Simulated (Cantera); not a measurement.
A closed system holds: 1 mol Si, a varied amount of HF, held at 227 °C and 2.78 Torr.

Method: chemical equilibrium by Gibbs-energy minimisation in Cantera with the NASA 1993 tables (ideal gas, pure condensed phases). Candidate condensed phases: Si; 25 gas species. The numbers say what is thermodynamically allowed, not how fast it happens.

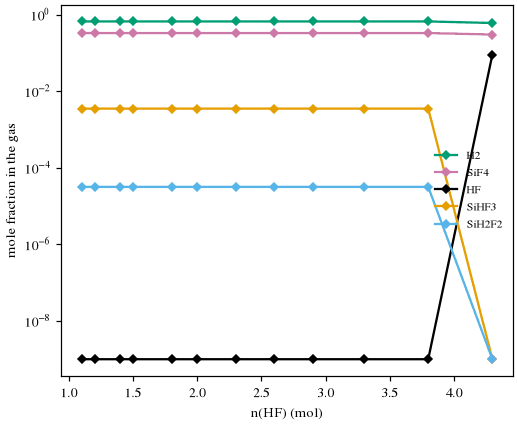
Figure. Equilibrium gas composition (values under 1e-9 drawn at 1e-9)

From 1.1 mol HF to 3.8 mol HF the condensed part is Si(s). At 4.3 mol HF nothing is condensed. The main Si-bearing gas is SiF₄ throughout. The share of Si in condensed phases is highest at 1.1 mol HF (72.4 %) and lowest at 4.3 mol HF (0.0 %).
